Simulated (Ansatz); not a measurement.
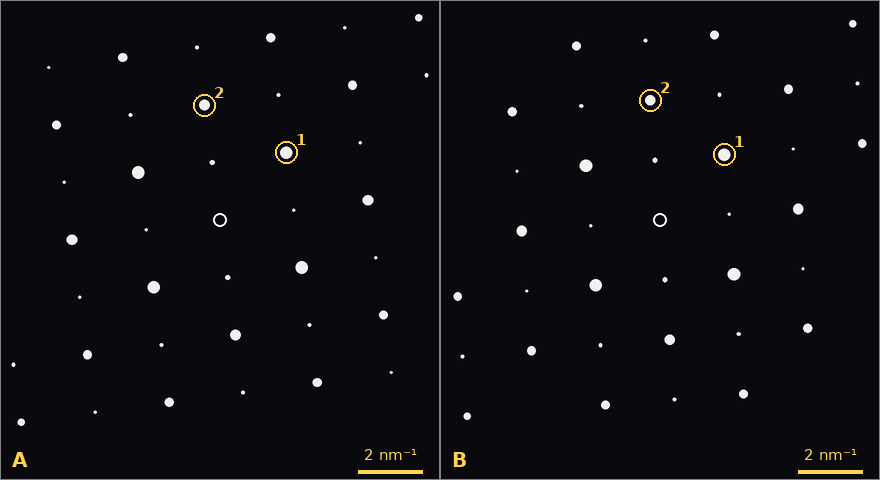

Kinematic electron diffraction patterns (120 kV, B = 0.5 Å², same scale) along [1-10] of the run's own cell, for the start and the end of one relaxation of RbH4Br with DFT, PAW plane waves, pbesol (Ansatz 0.2.0). k mesh 5×5×5. The start is a generated model structure, and the relaxation ends in the nearest stationary point of its symmetry, not necessarily the ground state. Spot 1 is -1 -1 -2 and spot 2 is 0 0 -2 in both.

Start structure:

```
CELL_PARAMETERS angstrom
0.00000 6.01673 0.00000
6.01673 0.00000 0.00000
3.00836 3.00836 -5.47595
ATOMIC_POSITIONS crystal
Br 0.50000 0.00000 0.00000
Br 0.00000 0.50000 0.00000
Rb 0.25000 0.25000 0.50000
Rb 0.75000 0.75000 0.50000
H 0.76670 0.26670 0.76680
H 0.26670 0.46650 0.76680
H 0.46650 0.96650 0.76680
H 0.96650 0.76670 0.76680
H 0.73330 0.53350 0.23320
H 0.23330 0.73330 0.23320
H 0.03350 0.23330 0.23320
H 0.53350 0.03350 0.23320
```

**Which pattern belongs to the start structure, and which to the relaxed one?**

A is the start: its cell gives d(1) = 3.360 Å, d(2) = 2.738 Å and an angle of 52.2°. B is the relaxed structure, with d(1) = 3.464 Å (+3.1 %), d(2) = 2.646 Å (-3.4 %) and 49.1°.

**What did the relaxation do to the structure and the energy?**

The volume changed by +12.1 % to 18.51 Å³ an atom; with the mean shift removed, the atoms moved by up to 0.16 Å relative to the cell (H most); the space group stayed I4/mcm (No. 140); the free energy fell by 25 meV an atom. Relaxed cell: a = 6.479 Å, b = 6.479 Å, c = 7.000 Å, α = 62.43°, β = 62.43°, γ = 90.00°.
